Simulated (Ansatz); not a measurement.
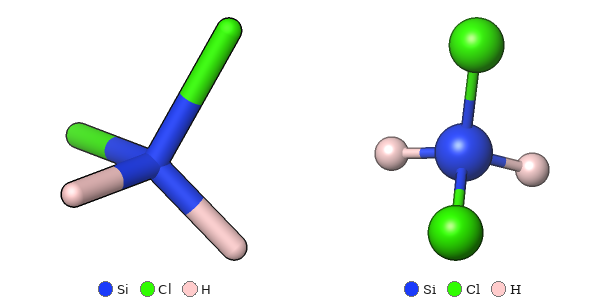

The same structure drawn twice, from different directions.

Question: What is the molecular formula?

Answer: Cl2H2Si, 5 atoms: 2 chlorine, 2 hydrogen and 1 silicon.

Question: How many atoms are distinct by symmetry?

Answer: 3: 1 Si, 2 Cl, 2 H.

More results for the same structure follow; atom numbers are the same in all pictures, views and colours differ. Computed geometry: PBE0-D4/def2-TZVP optimisation.

Electronic properties

Method: RKS PBE0-D4/def2-TZVP (Ansatz 0.2.0).

Computed properties:

- dipole moment: 1.15 D
- harmonic zero-point energy: 53.7 kJ/mol

Charges

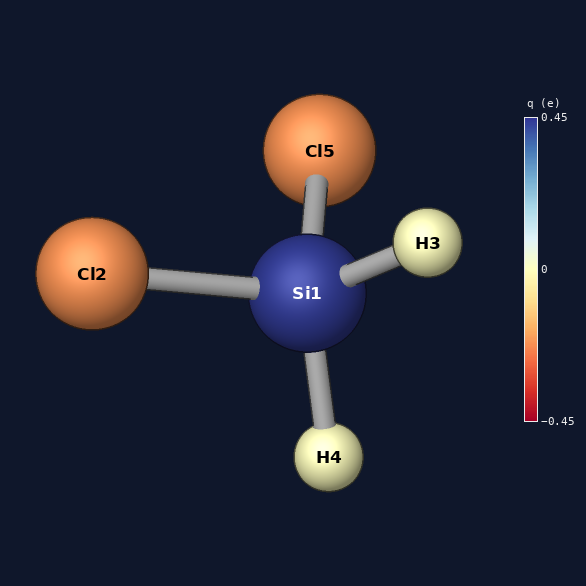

Atoms are coloured by their Mulliken charges. Level of theory: RKS PBE0-D4/def2-TZVP (Ansatz 0.2.0).

Give the Mulliken charges atom by atom.

| atom | value (e) |
| --- | --- |
| Si1 | 0.44 |
| Cl2 | −0.22 |
| H3 | 0.00 |
| H4 | 0.00 |
| Cl5 | −0.22 |

Vibrations

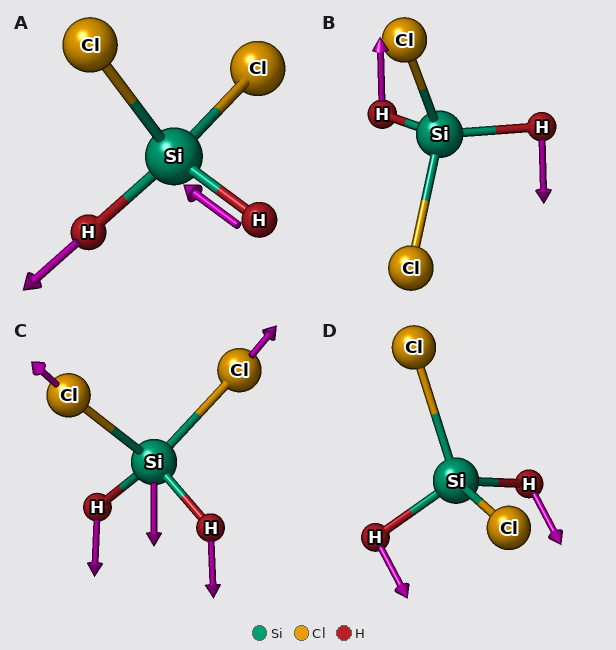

4 normal modes of one molecule or complex, as arrows. Harmonic vibrations computed with RKS PBE0-D4/def2-TZVP (Ansatz 0.2.0) at a stationary point of the same level.

Question: Match the panels to the wavenumbers 529 cm⁻¹, 706 cm⁻¹, 870 cm⁻¹, 2286 cm⁻¹.

Answer: A: 2286 cm⁻¹, out-of-phase stretching of 2 Si–H bonds
B: 706 cm⁻¹, Cl–Si–H bending
C: 529 cm⁻¹, in-phase stretching of 2 Cl–Si bonds
D: 870 cm⁻¹, Cl–Si–H bending

Mulliken values depend strongly on the basis set and can even reverse the polarity of a bond.
